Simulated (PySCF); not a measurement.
# C3H13NSi2: the cost of one run

Programs: PySCF 2.14.0, with density-fitted response routines of our own. Each step states its level of theory. These are calculated values for one molecule, in the gas phase or a continuum, unless marked as measured. Atoms count from 0, in the outputs and in this text.

**1. Starting geometry**

19 atoms, charge 0, multiplicity 1; geometry from: GFN2-xTB. The atoms were then displaced at random by about 0.01 Å, so the start is not that level's minimum.

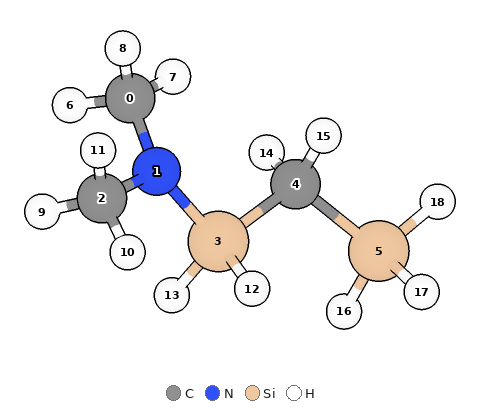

The starting geometry (carbon grey, nitrogen blue, silicon light orange, hydrogen white), atoms numbered; sticks join atoms by distance.

**2. Optimising the geometry at PBE0-D3(BJ)/def2-SVP**

The job: settings as JSON, then the geometry in Å.

```
{"job": {"xc": "PBE0", "basis": "def2-SVP", "d3": "d3bj", "grid": 1, "shake": 0.01, "kind": "geom"}, "charge": 0, "multiplicity": 1}
C     -1.831050     1.015520     0.590500
N     -1.347230    -0.276480     0.278030
C     -2.420340    -1.205410    -0.021140
Si     0.266340    -0.528240    -0.371340
C      1.446940     0.613360     0.505930
Si     3.260200     0.220450     0.160370
H     -2.375050     1.479260    -0.265990
H     -1.018400     1.705990     0.856480
H     -2.551730     0.985280     1.445770
H     -2.979640    -0.904110    -0.885770
H     -1.989130    -2.190690    -0.187310
H     -3.081100    -1.263260     0.843380
H      0.482760    -1.931460    -0.092330
H      0.338250    -0.304220    -1.816480
H      1.260730     1.641500     0.219510
H      1.276630     0.586950     1.598830
H      3.542200     0.365710    -1.270230
H      3.564570    -1.144020     0.593020
H      4.124330     1.140940     0.900190
```

Run with:

```console
$ OMP_NUM_THREADS=1 python probes_run.py task.json out
```

One launch serves the whole session: the jobs run in the order shown.

**Question.** How long does this first job take on 1 thread of Intel Xeon Platinum 8488C, shared host, and how much memory does it need?

About 2.3 min, with a peak of 0.64 GiB.
